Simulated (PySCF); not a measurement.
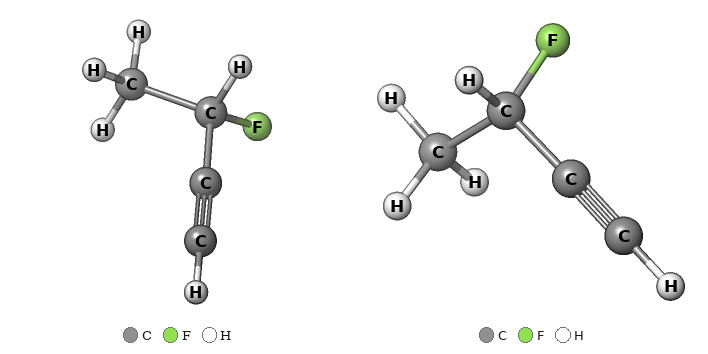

Both panels show the same species.

The geometry was computed by an optimisation with PBE0-D3(BJ)/def2-SVP. No frequency run is at hand to confirm it as a minimum.

Description:

The molecule is C4H5F. Its SMILES string is `C#C[C@H](C)F`. It has no ring. Among its groups: alkyne, C–F bond. This geometry has C1 symmetry. Coordination: 2 C linear; 2 C tetrahedral.

More results for the same structure follow; atom numbers are the same in all pictures, views and colours differ.

### Geometry

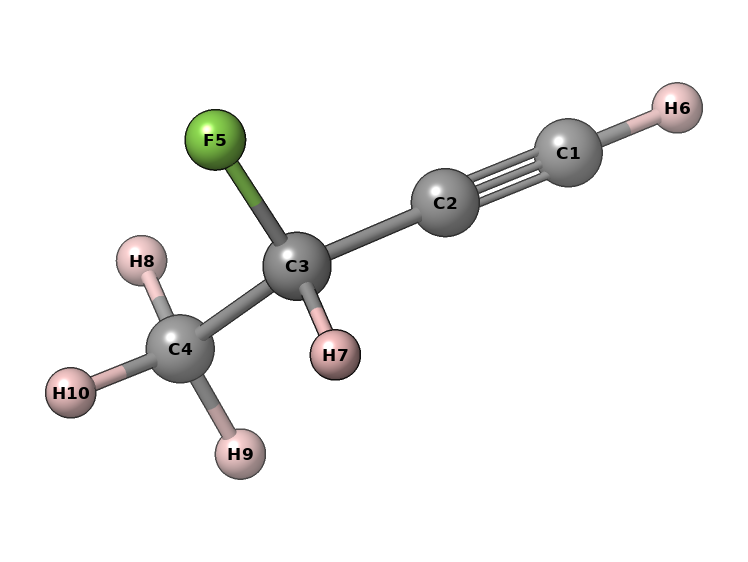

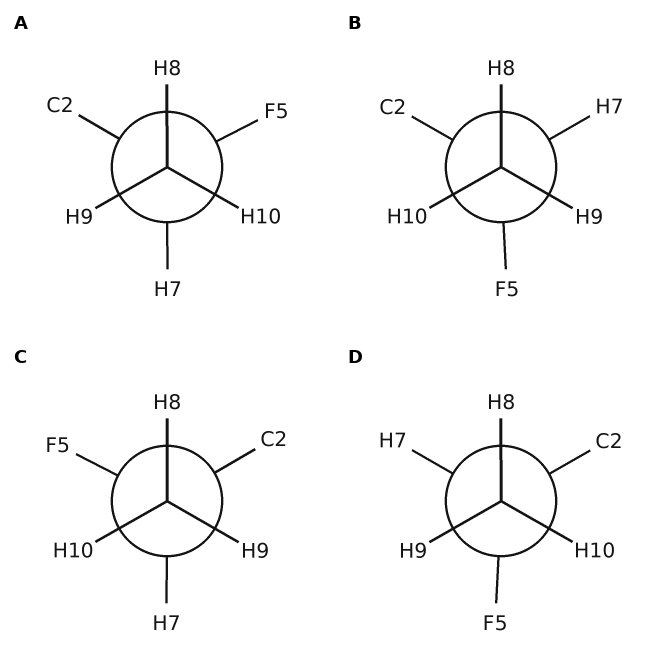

Depth is shown by fading: the farther an atom, the more it takes the colour of the background. Bonds that would overlap in a projection are set slightly apart. No frequency run is at hand to confirm it as a minimum.

Which Newman projection shows the view along C4–C3, with C4 in front?

Answer. A. The torsion angle H8–C4–C3–F5 is 63°, synclinal (gauche).

### NMR shielding

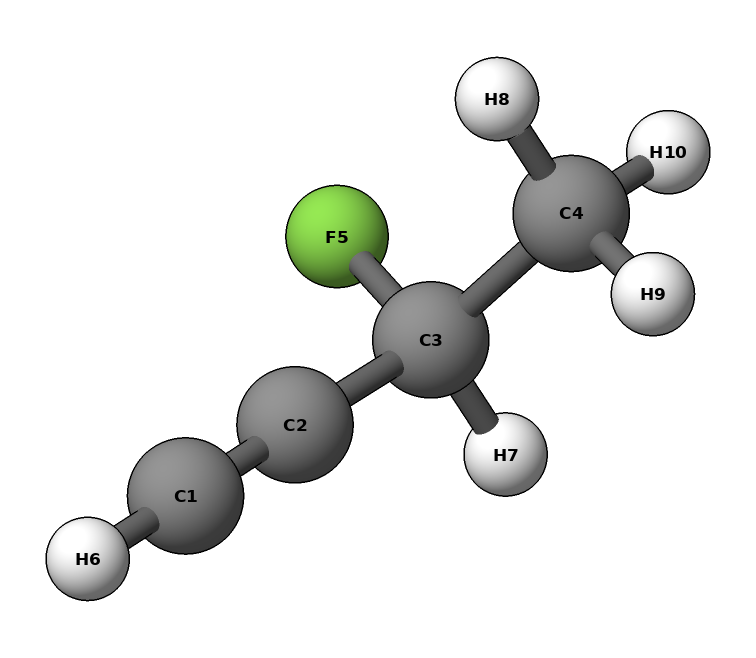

No frequency run is at hand to confirm it as a minimum. Level of theory: GIAO PBE0/cc-pVDZ NMR shielding, non-relativistic, gas phase (PySCF 2.14.0). Principal shieldings σ11 ≤ σ22 ≤ σ33, span Ω = σ33 − σ11, skew κ = 3(σiso − σ22)/Ω.

Which C atom has the most anisotropic shielding?

Answer. C2, with a span of 278 ppm.

Give the shielding tensors of the C atoms.

| atom | σ11 | σ22 | σ33 | σiso | Ω | κ |
| --- | --- | --- | --- | --- | --- | --- |
| C1 | 60.7 | 66.7 | 235.2 | 120.8 | 174.5 | 0.93 |
| C2 | 21.8 | 29.6 | 299.4 | 116.9 | 277.6 | 0.94 |
| C3 | 86.8 | 105.2 | 168.8 | 120.3 | 81.9 | 0.55 |
| C4 | 153.8 | 170.3 | 194.1 | 172.7 | 40.3 | 0.18 |

Shieldings and span in ppm.

### Core levels

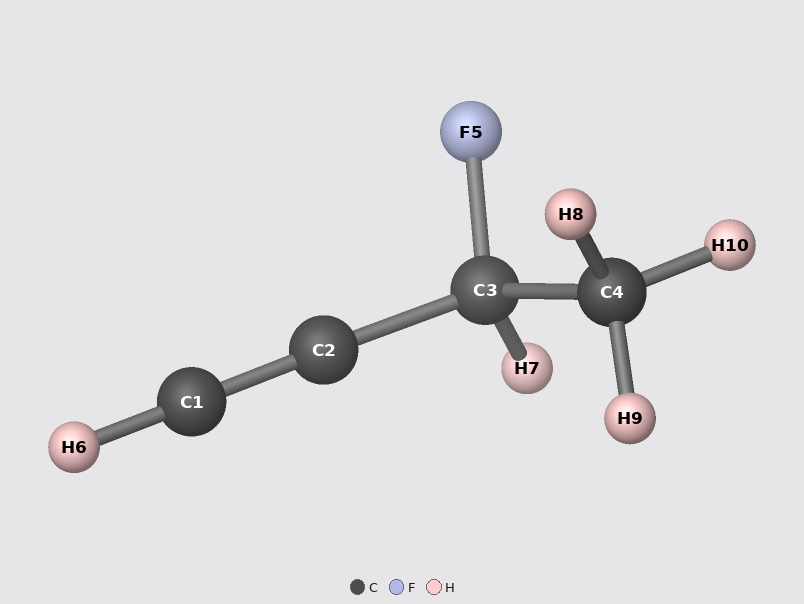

No frequency run is at hand to confirm it as a minimum. Method: delta-SCF UKS SCAN, pcX-1 on the ionised atom, pcseg-1 elsewhere, spin-free X2C (PySCF 2.14.0).

Give the core-electron binding energies (to vacuum) of C1 1s, C2 1s, C3 1s, C4 1s, F5 1s.

```tsv
atom	level	binding energy (eV)
C1	1s	290.9
C2	1s	291.1
C3	1s	294.0
C4	1s	291.2
F5	1s	692.4
```

### Levels of theory compared

No frequency run is at hand to confirm it as a minimum. Program: PySCF 2.14.0.

At this fixed geometry, give HOMO–LUMO gap (eV), polarisability (bohr³) at these levels: B3LYP/def2-SVPD; BHandHLYP/def2-SVPD; CAM-B3LYP/def2-SVPD; HF/def2-SVPD; LC-wPBE/def2-SVPD; LDA/def2-SVPD; PBE/def2-SVPD; PBE0/6-31G*; PBE0/def2-SVP; PBE0/def2-SVPD; ωB97X-D/def2-SVPD.

| level | HOMO–LUMO gap (eV) | polarisability (bohr³) |
| --- | --- | --- |
| B3LYP/def2-SVPD | 7.82 | 49.0 |
| BHandHLYP/def2-SVPD | 10.28 | 47.3 |
| CAM-B3LYP/def2-SVPD | 10.67 | 48.2 |
| HF/def2-SVPD | 13.50 | 45.9 |
| LC-wPBE/def2-SVPD | 13.21 | 47.0 |
| LDA/def2-SVPD | 5.94 | 50.8 |
| PBE/def2-SVPD | 6.02 | 50.3 |
| PBE0/6-31G* | 8.63 | 38.1 |
| PBE0/def2-SVP | 8.57 | 39.7 |
| PBE0/def2-SVPD | 8.31 | 48.4 |
| ωB97X-D/def2-SVPD | 12.02 | 48.4 |

### Excitation

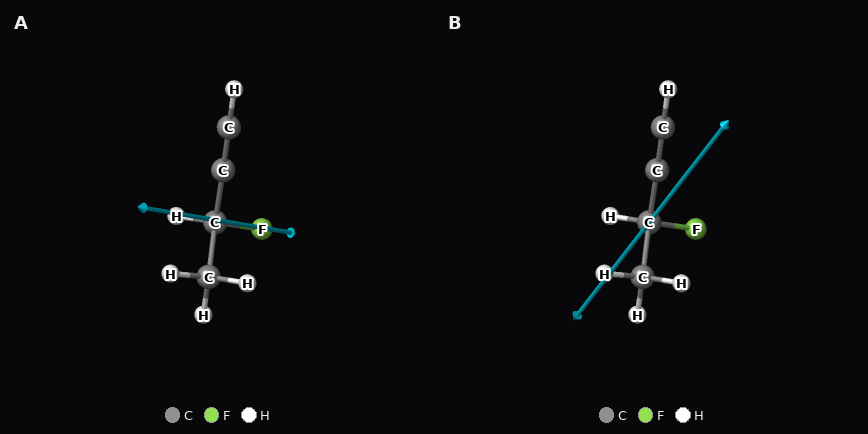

The double arrows show the directions of two transition dipoles from the ground state (lengths mean nothing). No frequency run is at hand to confirm it as a minimum. Level of theory: TDDFT PBE/def2-SVPD, vertical, gas phase, core orbitals frozen in the response (PySCF 2.14.0).

One belongs to singlet state 5 and one to singlet state 7. Which is which?

Answer. A: state 5, 7.51 eV (165 nm), oscillator strength 0.028, mainly HOMO−1 → LUMO+2 (weight 0.94).
B: state 7, 7.82 eV (159 nm), oscillator strength 0.049, mainly HOMO → LUMO+3 (weight 0.76).
